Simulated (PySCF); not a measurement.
```xyz
15

Si   -2.5451    0.8820    0.1523
C    -1.7407   -0.6825   -0.6001
C    -0.3587   -0.7960   -0.2007
C     0.7739   -0.9253    0.1872
C     2.1627   -1.0207    0.6094
Al    2.7155    0.7448   -0.1435
Br    4.7800    1.6624   -0.0926
H    -3.9525    0.8973   -0.2538
H    -1.8507    2.0665   -0.3520
H    -2.4355    0.8140    1.6104
H    -1.7939   -0.6392   -1.6905
H    -2.2838   -1.5771   -0.2834
H     2.2174   -1.1260    1.7016
H     2.6316   -1.9165    0.1803
H     1.6755    1.6243   -0.8466
```

Geometry: GFN2-xTB.

These are results of B3LYP/def2-SVPD, SCF density, gas phase (PySCF), not measurements.

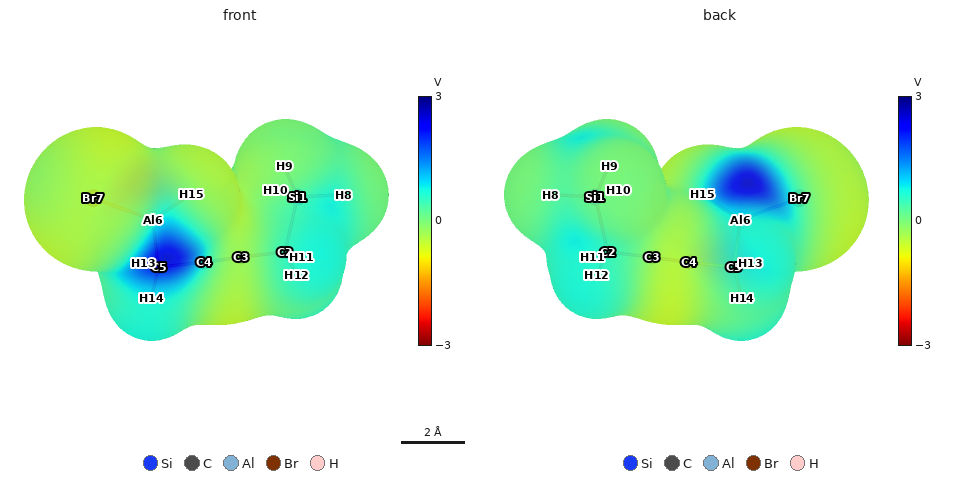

C4H8AlBrSi. The electrostatic potential painted on the density surface at 0.001 e/bohr³, seen from the front and from behind; red is negative and blue positive.

### Where is the surface potential most negative and most positive?

The most negative region (about −0.6 V) lies over C3, C4 and Br7, the most positive (about +2.4 V) over Al6.

### What dipole moment does the calculation give?

Its dipole moment is 2.06 D.
